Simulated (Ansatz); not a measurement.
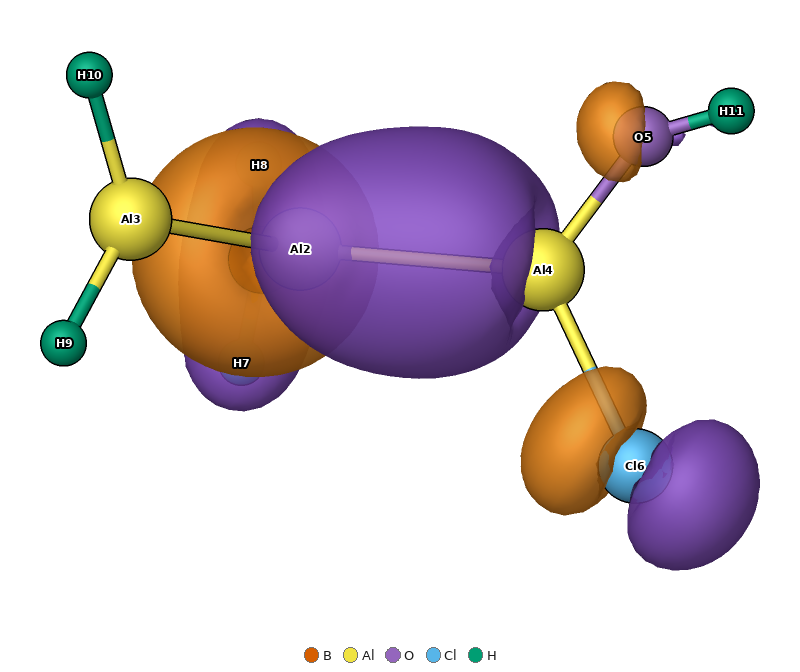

Figure. Al3BClH5O. The HOMO−1 at ±0.1 Å⁻³ᐟ² (orange and purple are the two phases), seen from one side.

The calculation used RKS B3LYP/6-31G (Ansatz).

Input file:

```
crystal:
  periodic: [false, false, false]
  atoms:
    - { symbol: B, position_ang: [-1.4711, -1.0703, 1.4356] }
    - { symbol: Al, position_ang: [-0.2745, -0.362, -0.0786] }
    - { symbol: Al, position_ang: [0.1128, -1.7712, -2.092] }
    - { symbol: Al, position_ang: [0.8986, 1.8716, 0.1067] }
    - { symbol: O, position_ang: [0.5291, 2.9012, 1.5687] }
    - { symbol: Cl, position_ang: [2.1697, 2.5794, -1.4975] }
    - { symbol: H, position_ang: [-1.6858, -0.3469, 2.3764] }
    - { symbol: H, position_ang: [-2.0006, -2.0649, 1.3262] }
    - { symbol: H, position_ang: [1.1186, -1.23, -3.1914] }
    - { symbol: H, position_ang: [-0.5528, -3.2008, -2.1817] }
    - { symbol: H, position_ang: [1.2214, 2.6371, 2.2481] }
basis:
  gaussian: { orbitals: "6-31G" }
hamiltonian:
  xc: b3lyp
relax:
  f_tol: 0.02
  max_steps: 50
output:
  orbitals: {}
```

Run with:

```sh
ansatz run input.yaml --threads 1 --pin off --max-ram 2048MiB --backend cpu --events-out ev --progress --plain --runs-dir out
```

The fields are those of the run's last geometry, not of the input's.

Q: Where does this orbital lie, and at what energy?

A: Its weight (Hirshfeld) is mainly on Al2 (about 30 %), B1 (about 25 %), Al4 (about 20 %) and Cl6 (about 10 %). Its energy is −7.15 eV.
